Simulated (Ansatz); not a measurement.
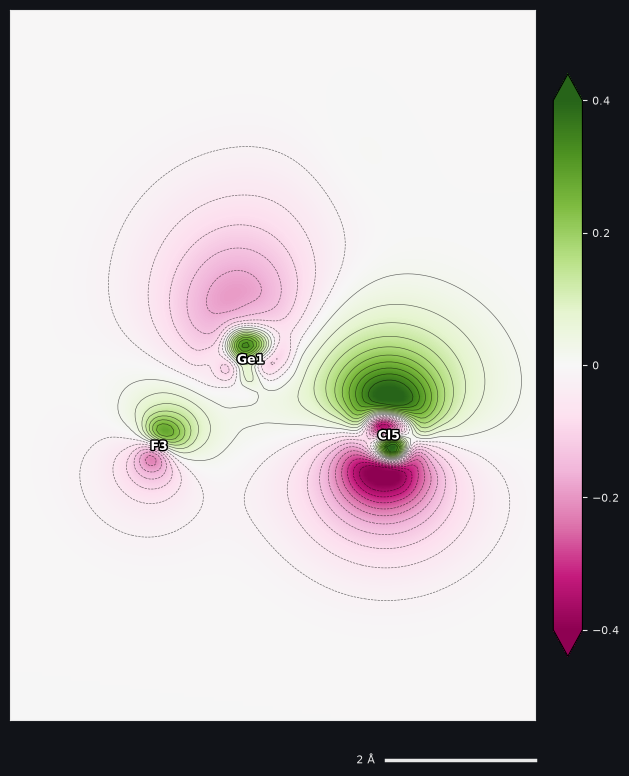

The picture shows: ClF2GeHS···HF. The HOMO−1 on the plane of atoms F3, Ge1 and Cl5 (values in Å⁻³ᐟ²; the overall sign is arbitrary).

Level of theory: Ansatz, RHF/def2-SVP.

```yaml
atoms:
  - { symbol: Ge, position_ang: [0.3728, -0.6768, -0.5584] }
  - { symbol: F, position_ang: [-0.7247, -0.9725, 2.5438] }
  - { symbol: F, position_ang: [1.2621, 0.0260, -1.8215] }
  - { symbol: F, position_ang: [0.2183, 0.5767, 0.6086] }
  - { symbol: Cl, position_ang: [-1.5866, -1.0409, -1.2631] }
  - { symbol: S, position_ang: [1.4842, -2.3616, 0.2405] }
  - { symbol: H, position_ang: [0.7187, -2.4479, 1.3341] }
  - { symbol: H, position_ang: [-0.5103, -0.1309, 2.2804] }
```

Question: Describe this orbital and give its energy.

Answer: It lies mainly on Cl5 (about 45 %), S6 (about 40 %) and Ge1 (about 10 %); largely a combination of lone pairs on Cl5 and S6. Its energy is −13.26 eV.
